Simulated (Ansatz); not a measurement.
**Profile along the Ti–Pt line in TiPt (CsCl type)**

TiPt (CsCl type)

```cif
data_PtTi
_chemical_formula_sum 'Ti1 Pt1'
_space_group_name_H-M_alt 'Pm-3m'
_space_group_IT_number 221
_space_group_name_Hall '-P 4 2 3'
_cell_length_a 3.11491
_cell_length_b 3.11491
_cell_length_c 3.11491
_cell_angle_alpha 90.000
_cell_angle_beta 90.000
_cell_angle_gamma 90.000
loop_
_atom_site_label
_atom_site_type_symbol
_atom_site_symmetry_multiplicity
_atom_site_Wyckoff_symbol
_atom_site_fract_x
_atom_site_fract_y
_atom_site_fract_z
_atom_site_occupancy
Ti1 Ti 1 b 0.50000 0.50000 0.50000 1
Pt1 Pt 1 a 0.00000 0.00000 0.00000 1
```

Fields along a shortest Ti–Pt line of a {110} plane (2.70 Å), from Ti to Pt, interpolated on the slice's grid (step about 0.2 Å). Method: LDA (plane waves to 420 eV, PAW, scalar-relativistic; Ansatz, a program for electronic structure). k mesh 15×15×15. Inside the PAW spheres the values are not all-electron values, and peaks at nuclei hang on which shells count as valence. Spin-orbit coupling is left out, though Pt is heavy. TiPt is run without spin polarisation. TiPt was relaxed with its symmetry unable to fall.

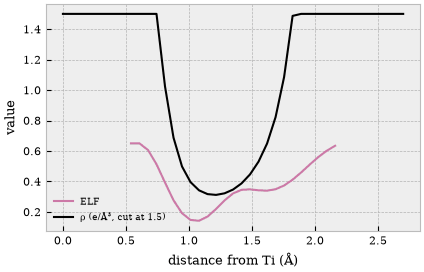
Figure. ELF (away from the nuclei) and valence density from Ti to Pt.

Density on the Ti–Pt line (2.70 Å) at its density minimum, 1.2 Å from Ti: 0.31 e/Å³. ELF at that point: 0.2.
